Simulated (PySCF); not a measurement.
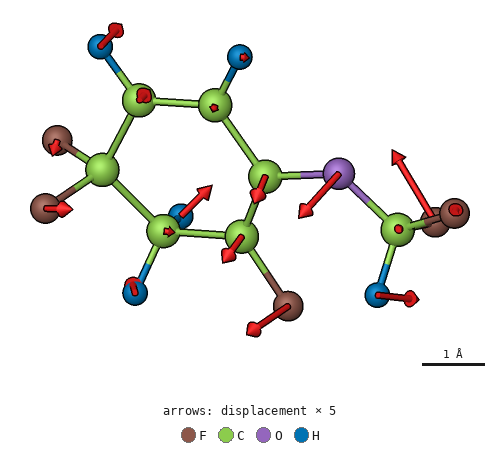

This is a relaxation of C$_{7}$H$_{5}$F$_{5}$O. The starting structure is drawn; red arrows show the displacements, magnified 5 times. The two geometries are superimposed by the best rigid fit.

A ball-and-stick model, seen at a tilt.

The start comes from GFN2-xTB. Its atoms were then displaced at random by about 0.01 Å.

Theory: PySCF, PBE0-D3(BJ)/def2-SVP geometry optimisation, gas phase. 

> What did the optimiser do to the structure, and how much energy did it gain?

An F atom moves most after the best rigid fit: 0.28 Å. By element the largest moves are F 0.28 Å, O 0.23 Å, H 0.20 Å, C 0.14 Å. Some distances before and after: C–O 1.427 → 1.363 Å, C–F 1.384 → 1.335 Å, C–O 1.333 → 1.373 Å, C–H 1.056 → 1.092 Å. Among the angles between lasting bonds that change: C–C–H 107.6° → 110.3°, O–C–F 112.5° → 109.9°, C–C–H 110.3° → 107.9°. After 18 geometry steps the energy has fallen by 25.9 kJ/mol. Cost: 8.6 min on 1 thread of Arm Neoverse V1, with other jobs on the host.
